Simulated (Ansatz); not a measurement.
# [NO2]+ (SMILES O=[N+]=O) at HSE06/def2-TZVPPD

Aim: the vertical singlet–triplet gap of [NO2]+ at HSE06/def2-TZVPPD, from 2 runs. 

The results are computed with Ansatz 0.2.0.

5 further runs of the same task are left out: 5 that didn't finish.

## 1. The system as given

[NO2]+: 3 atoms, total charge +1, spin state singlet. SMILES: `O=[N+]=O`. Geometry: relaxed at PBE0-D4/def2-TZVP.

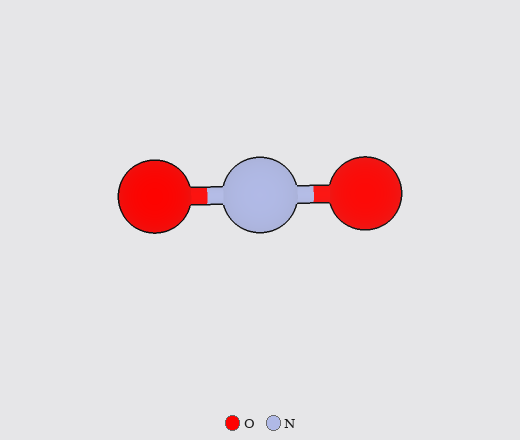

The structure, seen from a chosen angle (oxygen red, nitrogen light blue).

## 2. The energy at HSE06/def2-TZVPPD

Input file molecule.yaml:

```yaml
crystal:
  periodic: [false, false, false]
  atoms:
    - symbol: O
      position_ang: [-0.572980, 0.927020, -0.209580]
    - symbol: "N"
      position_ang: [-0.000010, -0.000010, -0.000000]
    - symbol: O
      position_ang: [0.572990, -0.927010, 0.209580]
basis:
  gaussian:
    orbitals: def2-TZVPPD.json
total_charge: 1
hamiltonian:
  xc: hse06
accuracy: high
output: {orbitals: {seedname: orbitals}}
```

The basis set def2-TZVPPD is read from a file made from the Basis Set Exchange's data (not shown).

Run with:

```
ansatz run molecule.yaml --threads 1 --pin off --max-ram 3480MiB --events-out events.jsonl --progress --plain --runs-dir runs
```

Log:

```text
Warning: RAYON_NUM_THREADS=1 ignored (pool sized by the plan → 1); use --threads N
Functional definition: HSE06
  name "HSE06"
  parameter a = 0.25
  parameter omega = 0.11/bohr
  exchange = pbe_x - a*pbe_x_sr(omega) + a*exact_x_sr(omega)
  correlation = pbe_c
1640 factors; integrals over basis functions are off by at most 3.6e-9 eV
93 factors; integrals over basis functions are off by at most 1.3e-9 eV
mean field evaluation 1: about -5563.8396 eV, gradient 5.0e1 eV
mean field evaluation 2: about -5561.2669 eV, gradient 6.5e1 eV
mean field evaluation 4: about -5567.2698 eV, gradient 6.1e-1 eV
mean field evaluation 8: about -5567.2744 eV, gradient 2.0e-2 eV
mean field evaluation 16: about -5567.2744 eV, gradient 8.1e-8 eV
mean field -5567.27441397 eV, -204.5935610791 hartree, gradient 9.8e-9 eV, S^2 0.000000; 0 other end points of the search recorded, 0 dependent functions left out
reference -5567.27441794 eV, -204.5935612250 hartree; 11, 11 occupied and 106, 106 virtual orbitals, 1640 factors
Total energy: -5567.27441794 eV, -204.5935612250 hartree
```

Run time: 3.9 s. Hardware: 1 thread of Arm Neoverse V2, shared host; peak memory 0.27 GiB.

## 3. The triplet

Input file molecule.yaml:

```yaml
crystal:
  periodic: [false, false, false]
  atoms:
    - {symbol: O, position_ang: [-0.572980, 0.927020, -0.209580]}
    - {symbol: N, position_ang: [-0.000010, -0.000010, -0.000000]}
    - {symbol: O, position_ang: [0.572990, -0.927010, 0.209580]}
basis:
  gaussian:
    orbitals: def2-TZVPPD.json
total_charge: 1
magnetization:
  spin_polarized: true
  initial_magnetization: 2
hamiltonian:
  xc: hse06
accuracy: high
output: {orbitals: {seedname: orbitals}}
```

The basis set def2-TZVPPD is read from a file made from the Basis Set Exchange's data (not shown).

Run with:

```
ansatz run molecule.yaml --threads 1 --pin off --max-ram 3480MiB --events-out events.jsonl --progress --plain --runs-dir runs
```

Log (excerpt; [...] marks lines left out):

```text
Warning: RAYON_NUM_THREADS=1 ignored (pool sized by the plan → 1); use --threads N
[... 2 set-up lines as earlier in the session ...]
[...]
1640 factors; integrals over basis functions are off by at most 3.6e-9 eV
93 factors; integrals over basis functions are off by at most 1.3e-9 eV
[...]
mean field -5561.13407914 eV, -204.3679079363 hartree, gradient 3.0e-8 eV, S^2 2.005667; 4 other end points of the search recorded, 0 dependent functions left out
reference -5561.13408467 eV, -204.3679081396 hartree; 12, 10 occupied and 105, 107 virtual orbitals, 1640 factors
Total energy: -5561.13408467 eV, -204.3679081396 hartree
```

It took 1.9 min on 1 thread of Arm Neoverse V2, shared host; peak memory 0.39 GiB.

## 4. Outcome

Level: HSE06/def2-TZVPPD.

```
                                        quantity          value
                           singlet: total energy  -204.59356 Eh
                            singlet: HOMO energy      -20.73 eV
                            singlet: LUMO energy      -11.14 eV
                          singlet: HOMO–LUMO gap        9.60 eV
                           triplet: total energy  -204.36791 Eh
     triplet: HOMO energy (highest over α and β)      -14.27 eV
                                   triplet: ⟨S²⟩          2.006
vertical energy of the triplet above the singlet       6.140 eV
```

What this shows: At this shape the triplet lies 6.14 eV (592 kJ/mol) above the singlet.
